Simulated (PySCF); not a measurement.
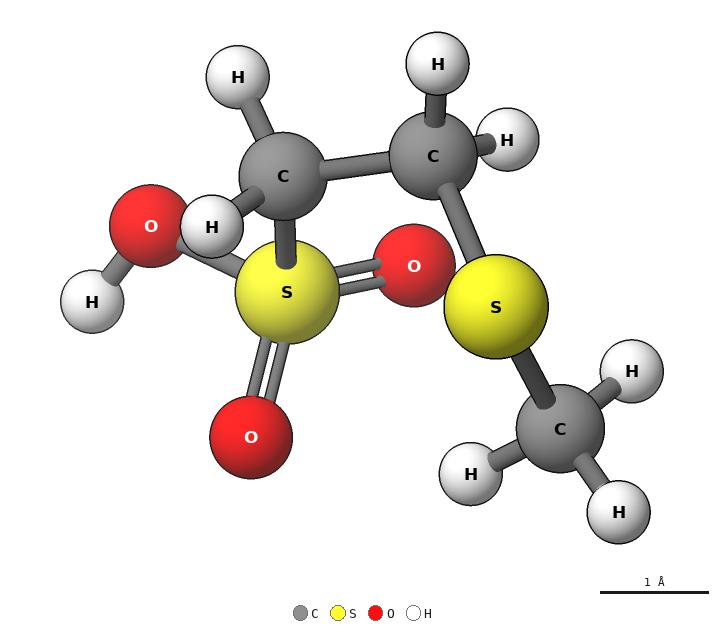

Computed geometry: GFN2-xTB optimisation. No frequency run is at hand to confirm it as a minimum.

Which formula does it have?

Answer. C₃H₈O₃S₂, 16 atoms: 3 carbon, 8 hydrogen, 3 oxygen and 2 sulfur.

Name some functional groups or characteristic bonds that it holds.

Answer. Among them: thioether.

Which point group does it belong to?

Answer. C1.

What is its SMILES?

Answer. CSCCS(=O)(=O)O

Does it have rings?

Answer. It has no ring.

More results for the same structure follow; atom numbers are the same in all pictures, views and colours differ.

## Geometry

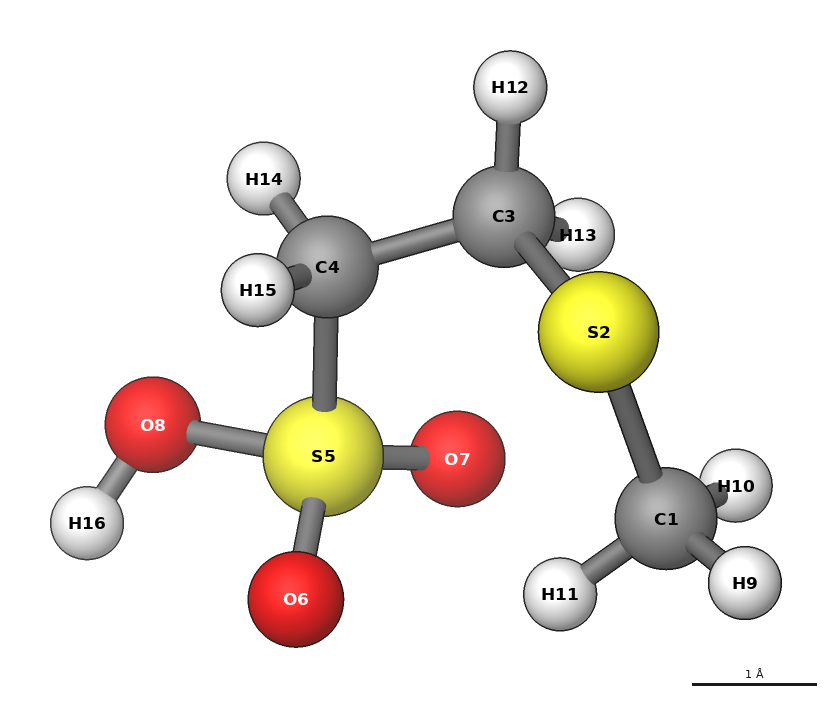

Atoms carry their numbers in the input. No frequency run is at hand to confirm it as a minimum.

How are the neighbours of atom 8 arranged?

Answer. O8 has 2 neighbours (S5 at 1.62, H16 at 0.96 Å); the arrangement is bent.

Describe the coordination of atom 3.

Answer. C3 has 4 neighbours (S2 at 1.82, C4 at 1.51, H12 at 1.09, H13 at 1.09 Å); the arrangement is tetrahedral.

What is the geometry at C4?

Answer. C4 has 4 neighbours (C3 at 1.51, S5 at 1.80, H14 at 1.09, H15 at 1.09 Å); the arrangement is tetrahedral.

Describe the coordination of atom 2.

Answer. S2 has 2 neighbours (C1 at 1.81, C3 at 1.82 Å); the arrangement is bent.

What is the dihedral angle C3–C4–S5–O6?

Answer. 99° in size, that is about perpendicular.

## Electronic properties

No frequency run is at hand to confirm it as a minimum. Level of theory: PBE0/def2-SVPD, gas phase (PySCF 2.14.0). Excitations: vertical, linear response.

What does the calculation give?

- dipole moment: 2.56 D
- HOMO energy (Kohn–Sham orbital): −6.56 eV
- LUMO energy (Kohn–Sham orbital): −0.05 eV
- HOMO–LUMO gap: 6.51 eV
- mean static polarisability: 86.0 bohr³
- lowest vertical singlet excitation: 5.51 eV
- its oscillator strength: 0.005

## Quadrupole coupling

No frequency run is at hand to confirm it as a minimum. Electric field gradients from the ground-state density, PBE0/pcSseg-1 (PySCF 2.14.0), non-relativistic apart from any core potentials.

Give the largest field-gradient component, the quadrupole coupling constant and the asymmetry for 33S at S2 (Q = −67.81 mb), 33S at S5 (Q = −67.81 mb), 17O at O6 (Q = −25.6 mb), 17O at O7 (Q = −25.6 mb), 17O at O8 (Q = −25.6 mb).

| atom | V_zz (a.u.) | e²qQ/h (MHz) | η |
| --- | --- | --- | --- |
| S2 | −3.119 | 49.7 | 0.62 |
| S5 | 1.040 | −16.57 | 0.06 |
| O6 | 1.343 | −8.08 | 0.19 |
| O7 | 1.254 | −7.54 | 0.18 |
| O8 | 1.772 | −10.66 | 0.88 |

## Charges

The questions are on ESP-fitted charges. No frequency run is at hand to confirm it as a minimum. Properties computed with PBE0/pcSseg-1, gas phase (PySCF 2.14.0).

Which atom carries the highest charge (most positive or least negative)?

Answer. S5 (1.01 e).

And the lowest?

Answer. O8 (−0.62 e).

Give the ESP-fitted charges atom by atom.

| atom | value (e) |
| --- | --- |
| C1 | −0.54 |
| S2 | −0.19 |
| C3 | −0.15 |
| C4 | −0.07 |
| S5 | 1.01 |
| O6 | −0.52 |
| O7 | −0.46 |
| O8 | −0.62 |
| H9 | 0.24 |
| H10 | 0.18 |
| H11 | 0.20 |
| H12 | 0.14 |
| H13 | 0.12 |
| H14 | 0.10 |
| H15 | 0.08 |
| H16 | 0.47 |

## NMR shielding

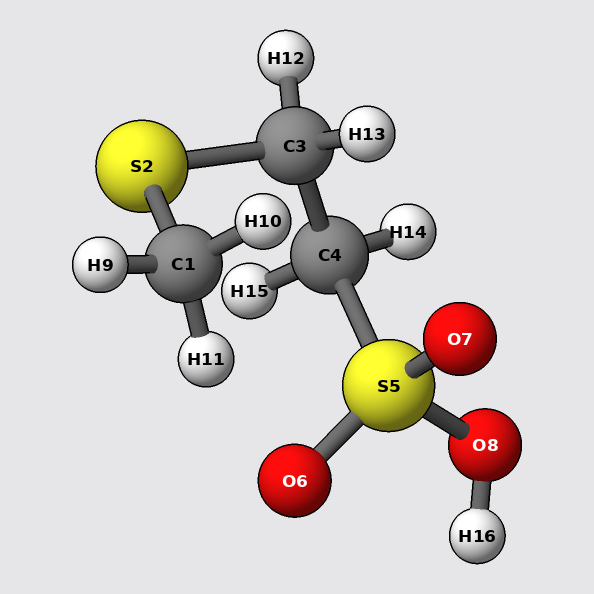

No frequency run is at hand to confirm it as a minimum. Properties computed with GIAO PBE0/pcSseg-1 NMR shielding, non-relativistic, gas phase (PySCF 2.14.0). Principal shieldings σ11 ≤ σ22 ≤ σ33, span Ω = σ33 − σ11, skew κ = 3(σiso − σ22)/Ω.

Which C atom has the most anisotropic shielding?

Answer. C4, with a span of 47 ppm.

Give the shielding tensors of the C atoms.

| atom | σ11 | σ22 | σ33 | σiso | Ω | κ |
| --- | --- | --- | --- | --- | --- | --- |
| C1 | 146.8 | 165.9 | 182.0 | 164.9 | 35.2 | −0.08 |
| C3 | 144.0 | 148.7 | 168.5 | 153.7 | 24.5 | 0.62 |
| C4 | 102.0 | 116.4 | 148.8 | 122.4 | 46.7 | 0.39 |

Shieldings and span in ppm.
